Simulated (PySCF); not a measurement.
## Two runs on C₂H₈O₂Si

System: C₂H₈O₂Si, SMILES CC[SiH](O)O.
Method of run A: GIAO PBE0/6-31G* NMR shielding, non-relativistic, gas phase (PySCF 2.14.0).

The geometry comes from this level: PBE0-D3(BJ)/def2-SVP. Text and figures count atoms from 1; the logs count them from 0 in places.

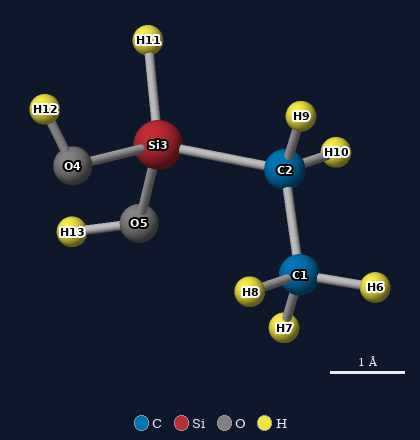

The input geometry (ball-and-stick view, seen at a tilt; atoms are numbered from 1 in the order of the input).

### Input file, run A
```
{"job": {"kind": "nmr", "xc": "PBE0", "basis": "6-31G*", "pop": true}, "charge": 0, "multiplicity": 1}
C      1.611762    -0.601281    -0.139523
C      0.737178     0.618837    -0.416242
Si    -1.055486     0.364433     0.018109
O     -1.275569    -0.039021     1.623027
O     -1.570890    -0.923489    -0.894990
H      2.662559    -0.425268    -0.417705
H      1.255072    -1.475360    -0.705173
H      1.588038    -0.872032     0.927548
H      1.098258     1.500503     0.142975
H      0.781676     0.902184    -1.482982
H     -1.857654     1.601638    -0.256300
H     -1.597526     0.655046     2.203164
H     -2.398702    -1.329476    -0.622391
```

The first line tells a small driver script what to run in PySCF; the rest is the geometry in Å.

Launched with:
```bash
OMP_NUM_THREADS=1 python <driver script> task.json out
```

Hardware: 1 CPU thread, shared host.

### Output (run A)
```
coarse grid: 10928 points
cycle   1  E = -520.5183659872  dE =  4.099e-01  |g| = 9.621e-01  |ddm| = 3.022e+00
cycle   2  E = -520.3149452348  dE =  2.034e-01  |g| = 1.398e+00  |ddm| = 1.817e+00
cycle   3  E = -520.6986071205  dE = -3.837e-01  |g| = 8.226e-02  |ddm| = 1.185e+00
cycle   4  E = -520.6998170561  dE = -1.210e-03  |g| = 4.082e-02  |ddm| = 1.056e-01
cycle   5  E = -520.7002456402  dE = -4.286e-04  |g| = 5.057e-03  |ddm| = 3.996e-02
cycle   6  E = -520.7002522297  dE = -6.589e-06  |g| = 1.010e-03  |ddm| = 5.670e-03
final grid: 99736 points
cycle   7  E = -520.6467036760  dE = -1.370e-05  |g| = 7.421e-03  |ddm| = 1.403e-02
cycle   8  E = -520.6466944620  dE =  9.214e-06  |g| = 9.936e-03  |ddm| = 1.427e-02
cycle   9  E = -520.6467168280  dE = -2.237e-05  |g| = 6.901e-04  |ddm| = 7.993e-03
cycle  10  E = -520.6467169259  dE = -9.798e-08  |g| = 1.075e-04  |ddm| = 5.772e-04
cycle  11  E = -520.6467169284  dE = -2.478e-09  |g| = 3.363e-05  |ddm| = 1.225e-04
cycle  12  E = -520.6467169286  dE = -1.965e-10  |g| = 1.626e-05  |ddm| = 3.735e-05
converged SCF energy = -520.6467169286

GIAO shielding tensors (ppm)
atom      isotropic    diamagn.    paramagn.     s11        s22        s33       span
  0 C      187.329     246.486     -59.157    183.152    184.029    194.806     11.653
  1 C      183.200     248.735     -65.535    175.366    183.387    190.847     15.481
  2 Si     414.678     880.043    -465.364    375.373    418.830    449.832     74.459
  3 O      286.564     390.512    -103.949    243.471    289.614    326.607     83.136
  4 O      287.231     390.044    -102.813    243.467    298.783    319.443     75.975
  5 H       30.947      29.156       1.791     25.950     28.737     38.153     12.203
  6 H       30.604      29.684       0.920     25.529     30.108     36.174     10.645
  7 H       30.737      29.821       0.915     25.939     29.908     36.363     10.424
  8 H       31.634      30.277       1.357     27.711     29.656     37.534      9.822
  9 H       31.281      30.020       1.261     27.584     29.180     37.080      9.496
 10 H       26.570      29.296      -2.726     23.376     23.789     32.546      9.170
 11 H       30.869      28.331       2.537     23.740     25.406     43.459     19.719
 12 H       30.685      27.768       2.917     22.990     26.053     43.014     20.024
```

For run B the input was changed thus:
```diff
-"basis": "6-31G*"
+"basis": "def2-TZVP"
```

How does run B compare with run A?

The total energy of run B is 96.9 kcal/mol lower, which measures the change of basis and not a stability. The HOMO goes from −7.78 to −8.00 eV. The LUMO goes from 1.60 to 0.69 eV. The dipole moment goes from 1.84 to 1.64 D. Of all shieldings, the largest change is that of Si3, by −71.7 ppm. The SCF takes 13 iterations against 12. The basis functions go from 90 to 209.

### Output (run B)
```
coarse grid: 10928 points
cycle   1  E = -520.6213370385  dE =  3.844e-01  |g| = 1.012e+00  |ddm| = 2.520e+00
cycle   2  E = -520.3491478771  dE =  2.722e-01  |g| = 1.574e+00  |ddm| = 1.810e+00
cycle   3  E = -520.8057815631  dE = -4.566e-01  |g| = 9.214e-02  |ddm| = 1.298e+00
cycle   4  E = -520.8070832004  dE = -1.302e-03  |g| = 5.049e-02  |ddm| = 9.282e-02
cycle   5  E = -520.8076981287  dE = -6.149e-04  |g| = 7.164e-03  |ddm| = 3.806e-02
cycle   6  E = -520.8077102837  dE = -1.215e-05  |g| = 1.507e-03  |ddm| = 6.015e-03
cycle   7  E = -520.8077105360  dE = -2.523e-07  |g| = 9.594e-04  |ddm| = 1.455e-03
final grid: 99736 points
cycle   8  E = -520.8010757690  dE = -4.405e-05  |g| = 7.905e-03  |ddm| = 3.149e-02
cycle   9  E = -520.8010648033  dE =  1.097e-05  |g| = 1.074e-02  |ddm| = 1.096e-02
cycle  10  E = -520.8010885436  dE = -2.374e-05  |g| = 8.488e-04  |ddm| = 6.575e-03
cycle  11  E = -520.8010886520  dE = -1.083e-07  |g| = 2.910e-04  |ddm| = 6.178e-04
cycle  12  E = -520.8010886710  dE = -1.901e-08  |g| = 4.180e-05  |ddm| = 2.093e-04
cycle  13  E = -520.8010886713  dE = -3.243e-10  |g| = 1.518e-05  |ddm| = 3.528e-05
converged SCF energy = -520.8010886713

GIAO shielding tensors (ppm)
atom      isotropic    diamagn.    paramagn.     s11        s22        s33       span
  0 C      180.848     243.910     -63.063    176.341    177.404    188.798     12.457
  1 C      174.510     245.012     -70.502    165.363    174.659    183.509     18.146
  2 Si     343.018     875.528    -532.510    297.886    347.290    383.877     85.991
  3 O      278.886     382.948    -104.061    228.054    283.076    325.529     97.475
  4 O      276.779     382.591    -105.812    229.609    294.932    305.797     76.188
  5 H       30.461      28.672       1.789     25.722     27.989     37.672     11.950
  6 H       30.264      29.710       0.555     25.426     29.591     35.777     10.351
  7 H       30.368      29.838       0.530     25.777     29.379     35.949     10.172
  8 H       31.034      30.248       0.786     27.435     29.023     36.644      9.208
  9 H       30.705      29.947       0.757     27.297     28.627     36.190      8.893
 10 H       25.987      29.580      -3.593     23.088     23.586     31.285      8.197
 11 H       30.549      29.226       1.322     23.372     24.909     43.365     19.992
 12 H       30.459      28.584       1.875     23.033     25.713     42.631     19.598
```

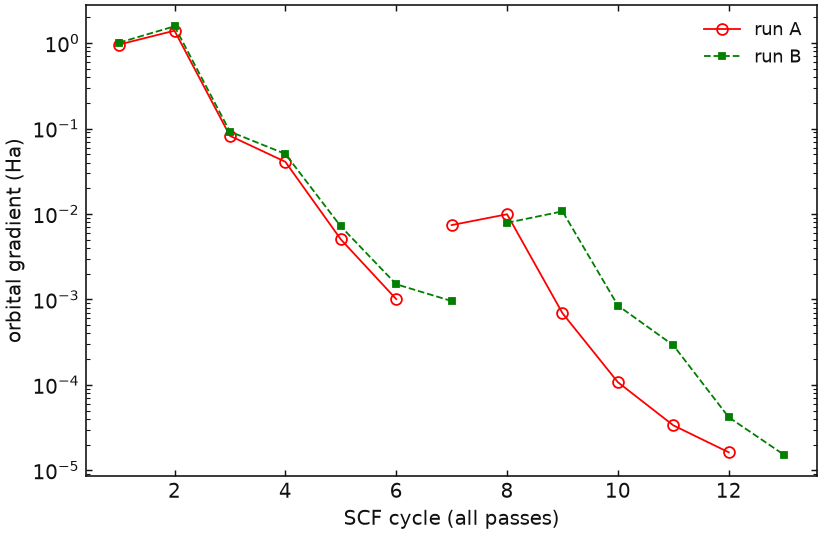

Convergence of the two runs: orbital gradient against the SCF cycle. A break in a curve parts two SCF passes (coarse and final grid). Run A takes 12 cycles in all, and run B takes 13.

### The two runs side by side

```csv
quantity,run A,run B
outcome,converged,converged
total energy (hartree),−520.646717,−520.801089
HOMO (eV),−7.78,−8.00
LUMO (eV),1.60,0.69
dipole moment (D),1.84,1.64
shielding of C1 (ppm),187.3,180.8
shielding of C2 (ppm),183.2,174.5
shielding of Si3 (ppm),414.7,343.0
shielding of O4 (ppm),286.6,278.9
shielding of O5 (ppm),287.2,276.8
shielding of H9 (ppm),31.6,31.0
shielding of H11 (ppm),26.6,26.0
SCF iterations,12,13
basis functions,90,209
wall time (shared host),8.2 s,26 s
```
